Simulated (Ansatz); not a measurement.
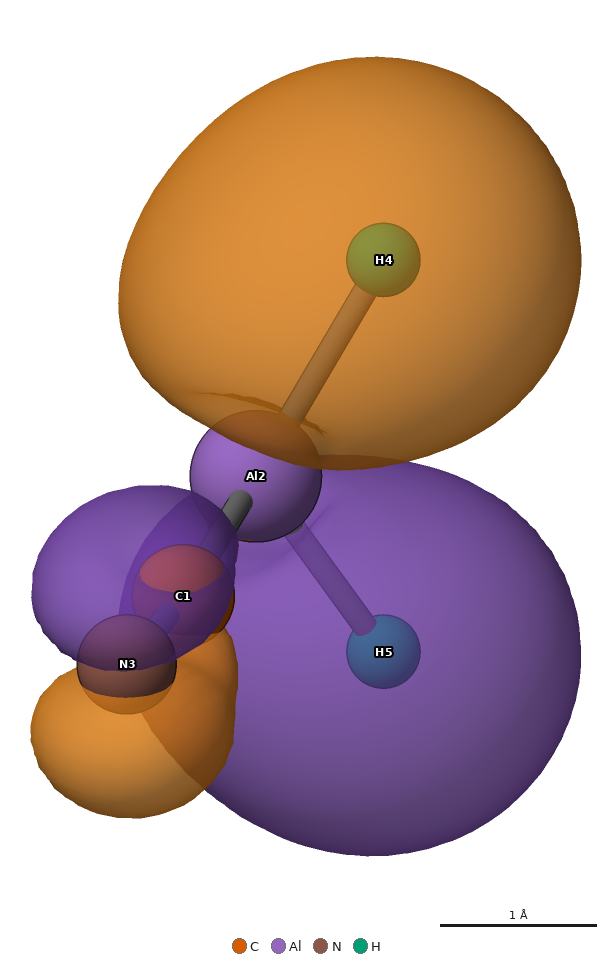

Figure. CH₂AlN (SMILES [N-]=[C][AlH2]) (charge −1, doublet). The HOMO (β) at ±0.08 Å⁻³ᐟ² (orange and purple are the two phases), seen at an oblique angle.

Geometry: PBE-D3(BJ)/def2-SVPD; the highest occupied orbital lies above zero, a sign that basis and functional describe the outermost electron poorly.

Computed with isolated molecule in a Gaussian basis; Kohn-Sham density functional theory, functional PBE0 in Ansatz 0.2.0.

```xyz
5

C    -2.7576    2.0549   -0.5825
Al   -3.1810    0.1097   -0.2980
N    -2.5003    3.2054   -0.6568
H    -4.6987   -0.1744   -0.8334
H    -2.0315   -0.7852   -1.0388
```

### Where does this orbital lie, and at what energy?

By Hirshfeld shares it lies mainly on Al2 (about 35 %), H4 (about 30 %) and H5 (about 30 %). Its energy is −3.24 eV.
